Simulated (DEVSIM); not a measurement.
Device: TaN/Si3N4/n-Si capacitor, at 300 K.

```tsv
layer (left to right)	material	thickness (nm)	Nd (cm⁻³)
1	Si3N4	7.60	-
2	Si	5500	1.1e16
```

Metal gate on the left, work function 4.4 eV. Fixed charge at the semiconductor interface -9.4e10 cm⁻² (in units of +e); interface traps 3e11 cm⁻² eV⁻¹, uniform in energy, neutral level at 0.3 of the gap above the valence band.

This is a model device: material constants are rounded textbook-type values typed into the input, and sizes, dopings and lifetimes were drawn at random. Values at 300 K.

```
parameter      Si3N4       Si
-------------  -----  -------
gap (eV)         5.1    1.124
affinity (eV)    2.1     4.05
permittivity     7.5     11.7
Nc (cm⁻³)          -  2.86e19
Nv (cm⁻³)          -   3.1e19
```

DEVSIM, 1D Poisson equation in equilibrium, Boltzmann statistics, complete ionisation; no quantum confinement or tunnelling. Metal contacts follow the ideal Schottky-Mott rule: no Fermi-level pinning, no interface dipoles.

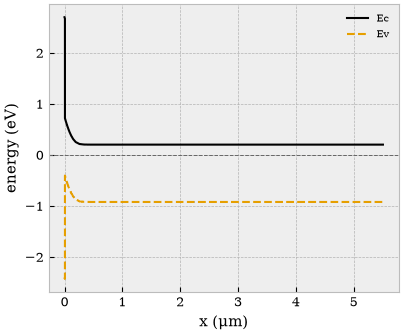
Band edges at -0.4 V on the gate

Energies count from the Fermi level of the right contact; mesh points crowd at the junctions.

```
x (μm)    Ec (eV)  Ev (eV)  n (cm⁻³)  p (cm⁻³)  field (V/cm)
--------  -------  -------  --------  --------  ------------
0.000       2.700   -2.400     < 1e2     < 1e2        -37000
0.001272    2.695   -2.405     < 1e2     < 1e2        -37000
0.003620    2.687   -2.413     < 1e2     < 1e2        -37000
0.006005    2.678   -2.422     < 1e2     < 1e2        -37000
0.007769    0.722   -0.402     2.2e7    5.4e12        -41000
0.009437    0.715   -0.409     2.8e7    4.1e12        -41000
0.01343     0.699   -0.425     5.2e7    2.2e12        -40000
0.02712     0.646   -0.478     4.1e8    2.8e11        -38000
0.05469     0.548   -0.576    1.8e10     6.6e9        -33000
0.1153      0.380   -0.744    1.2e13   9800000        -23000
0.2603      0.215   -0.909    7.0e15     17000         -2800
0.7573      0.203   -0.921    1.1e16     11000           ≈ 0
1.758       0.203   -0.921    1.1e16     11000           ≈ 0
3.548       0.203   -0.921    1.1e16     11000           ≈ 0
4.868       0.203   -0.921    1.1e16     11000           ≈ 0
5.225       0.203   -0.921    1.1e16     11000           ≈ 0
5.387       0.203   -0.921    1.1e16     11000           ≈ 0
5.455       0.203   -0.921    1.1e16     11000           ≈ 0
5.491       0.203   -0.921    1.1e16     11000           ≈ 0
5.501       0.203   -0.921    1.1e16     11000           ≈ 0
5.505       0.203   -0.921    1.1e16     11000           ≈ 0
5.508       0.203   -0.921    1.1e16     11000           ≈ 0
```
